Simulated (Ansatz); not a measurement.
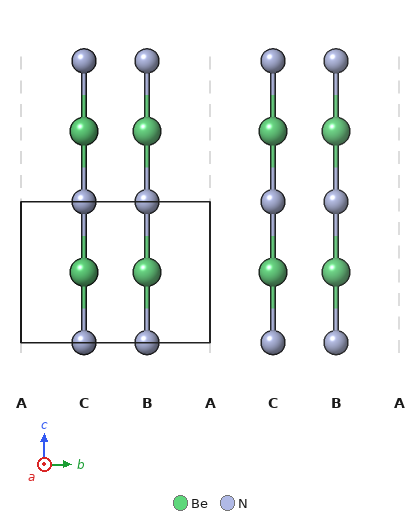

Projection along an edge of the hexagonal mesh, stacking direction c upwards. The dashed lines mark the three columns A (0, 0), B (1/3, 2/3) and C (2/3, 1/3). The sequence starts with the first layer at or above the cell's origin.

BeN: coordinates from a relaxation with DFT PBE, scalar-relativistic, plane waves, PAW in Ansatz 0.2.0; the starting structure was generated, so it need not be a known form of this composition.

Q: List the layers of one repeat.

A: N(B)+N(C) – Be(B)+Be(C) (two layers in 3.03 Å).
